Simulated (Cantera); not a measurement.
A closed system holds: 1 mol Pb, 1.7 mol O2, 15 mol H2, equilibrated at 1375 °C.

Method: chemical equilibrium by Gibbs-energy minimisation in Cantera with the NASA 1993 tables (ideal gas, pure condensed phases). Candidate condensed phases: H2O, Pb, PbO, PbO2, Pb3O4; 12 gas species. Kinetics and transport are ignored.

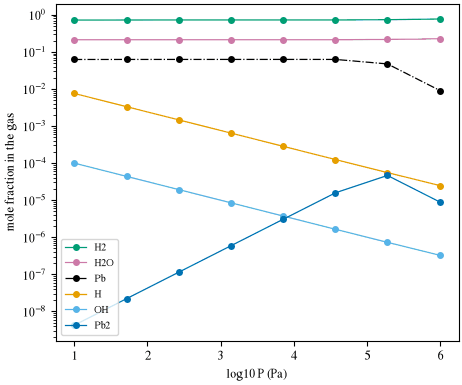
Figure: Equilibrium gas composition (values under 1e-9 drawn at 1e-9)

From 10.0 Pa to 0.370 bar nothing is condensed. From 1.90 bar to 10.0 bar the condensed part is Pb(l). The main Pb-bearing gas is Pb throughout.
